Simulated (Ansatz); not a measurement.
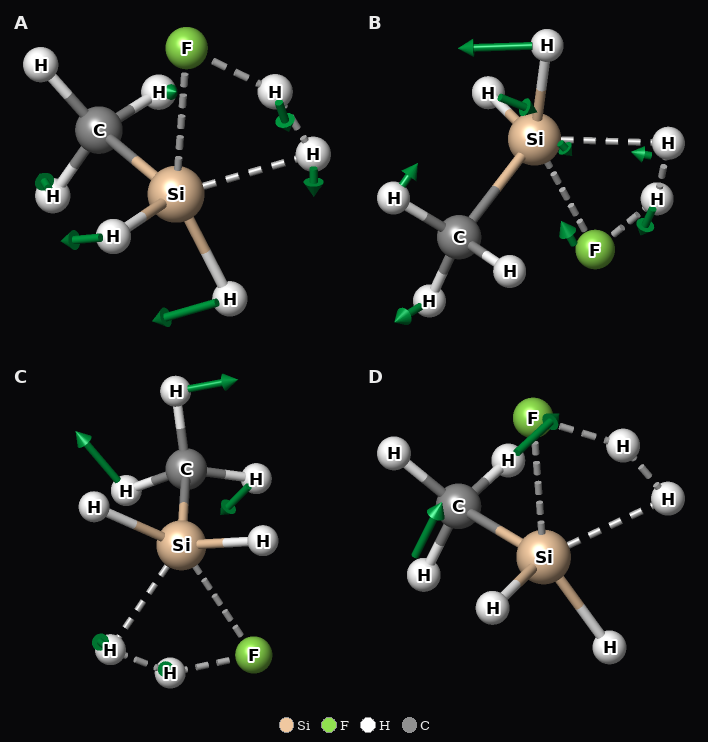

4 normal modes of one molecule or complex, as arrows. Broken sticks mark bonds that form or break. Harmonic vibrations computed with RKS PBE0-D4/def2-TZVP (Ansatz 0.2.0) at a stationary point of the same level. It is a saddle point of order 1.

Question: Match the panels to the wavenumbers 112 cm⁻¹, 544 cm⁻¹, 945 cm⁻¹, 3135 cm⁻¹.

Answer: A: 945 cm⁻¹
B: 544 cm⁻¹
C: 112 cm⁻¹
D: 3135 cm⁻¹
